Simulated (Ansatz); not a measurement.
```yaml
atoms:
  - { symbol: Na, position_ang: [0.0000, 0.0000, -1.5861] }
  - { symbol: Na, position_ang: [0.0000, 0.0000, 1.5861] }
```

Geometry: r2SCAN-D4/def2-SVP.

Theory: isolated molecule in a Gaussian basis; Kohn-Sham density functional theory, functional PBE0 (Ansatz 0.2.0).

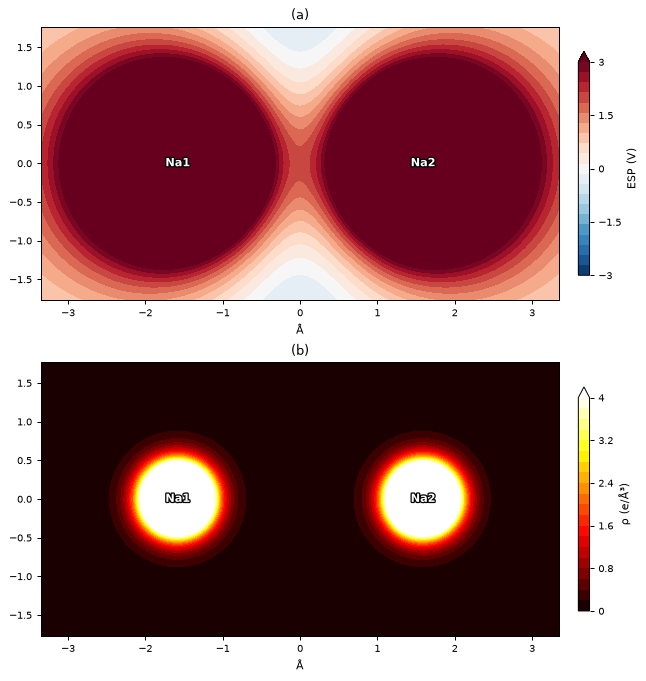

Na₂ (SMILES [Na][Na]). (a) electrostatic potential; (b) electron density on a plane that holds the molecular axis.

Q: What do the fields say about this system?

A: The section cuts through Na sites. Na–Na (3.17 Å): ρ at the midpoint is about 0.06 e/Å³. Outside the dense part of the molecule the potential is most negative (−0.4 V) near Na1 and Na2.
